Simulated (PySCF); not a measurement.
**[CoF2]+: relaxation and vibrations of the quintet**

Where does quintet [CoF2]+ go from a bent start, is the end point a minimum, and what are its modes, charges and moments?

Program: PySCF 2.14.0. Level of theory: PBE0, basis Co def2-TZVP, F def2-TZVP, no relativity, density fitting. These are calculated values, not measurements.

## 1. Where the work starts

3 atoms, charge 1, spin multiplicity 5.

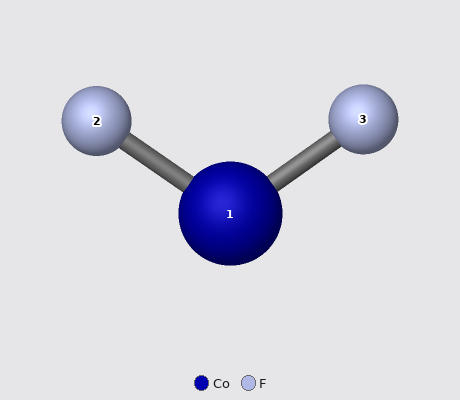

As it starts; cobalt blue, fluorine light blue; atoms are numbered from 1 in the order of the file.

```xyz
3
charge 1 multiplicity 5
Co    0.0000    0.0000    0.0000
F     1.4048    0.0000    0.9837
F    -1.4048    0.0000    0.9837
```

## 2. First SCF at the start

One driver script runs all steps and calls PySCF; scf.py shows how it sets up the SCF of each step. The optimiser is the driver's own. After this first run the driver tries any further starts and a stability analysis.

scf.py

```python
from pyscf import gto, scf, dft
mol = gto.M(atom='''
Co     0.000000     0.000000     0.000000
F      1.404800     0.000000     0.983700
F     -1.404800     0.000000     0.983700''',
    basis={'Co': 'def2-TZVP', 'F': 'def2-TZVP'},
    charge=1, spin=4)
mf = dft.UKS(mol, xc='PBE0')
mf.grids.atom_grid = (50, 194)
aux = {'Co': 'def2-universal-JKFIT', 'F': 'def2-universal-JKFIT'}
mf = mf.density_fit(auxbasis=aux)
mf.conv_tol = 1e-08
mf.diis_space = 10
mf.max_cycle = 60
mf.init_guess = 'minao'
mf.verbose = 4
mf.kernel()
```

The run is started by

```sh
OMP_NUM_THREADS=4 python axn.py task.json out
```

The runs that follow: Relaxation: bent start, quintet; Vibrations and properties at this point.

What does the calculation give? Wanted: minimum; geometry; wavenumbers; dipole moment; highest occupied, lowest empty level; polar-tensor charge of Co1; zero-point energy; ⟨S²⟩.

The runs gave:

```
                                          quantity                             value
                                           minimum                      quintet, D∞h
                                          geometry  Co–F 1.661 Å (×2); F–Co–F 180.0°
                                wavenumbers (cm⁻¹)     63 (πu), 727 (σg+), 907 (σu+)
                    dipole moment (centre of mass)                            0.00 D
highest occupied, lowest empty level (either spin)                 -19.00, -13.46 eV
                        polar-tensor charge of Co1                           +1.93 e
                                 zero-point energy                       10.5 kJ/mol
                               entropy at 298.15 K                   279.5 J/(mol K)
                                              ⟨S²⟩                             6.011
```

**Reading.** From C2v at the start the molecule goes to a D∞h minimum. In the infrared the band at 907 cm⁻¹ (σu+, stretch) leads. Most of the spin sits on Co1 (Mulliken spin 3.23, against 4 for the whole molecule). Only this shape and spin were tried, so other structures or states may lie lower. One determinant may miss the lowest occupation of an open d or f shell.
